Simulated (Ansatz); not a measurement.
```xyz
3

Cu   -0.6654   -1.0325    0.8049
O     0.6986    1.0650   -0.2474
O    -0.0332   -0.0325   -0.5575
```

Geometry: r2SCAN-D4/def2-TZVPD; the highest occupied orbital lies above zero, a sign that basis and functional describe the outermost electron poorly.

Computed with Ansatz 0.2.0, RKS PBE0-D4/def2-TZVPD.

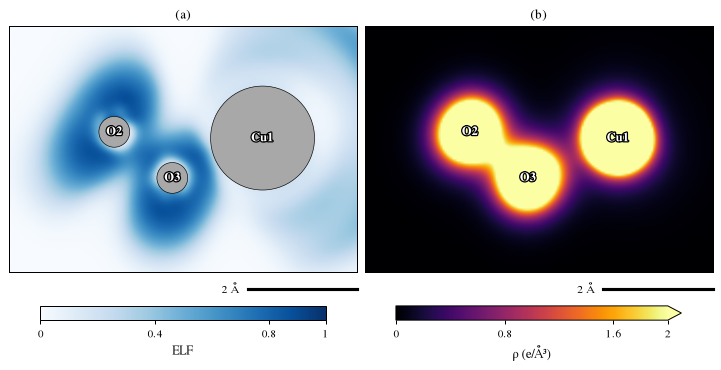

CuO₂ (charge −1). (a) ELF; (b) electron density on the molecular plane. Grey discs cover the atomic cores in the ELF map.

> What does the map show?

The plane passes through Cu and O nuclei.
O–O (1.36 Å): ρ at the midpoint is about 2.4 e/Å³; the ELF peaks at about 0.80 between the atoms: a covalent bond.
Cu–O (1.80 Å): ρ at the midpoint is about 0.87 e/Å³; the ELF peaks at about 0.80 in the valence shell of O, 0.5 Å from its nucleus, and is about 0.20 at the midpoint.
The ELF also peaks beside O2, away from the bonds: lone-pair regions.
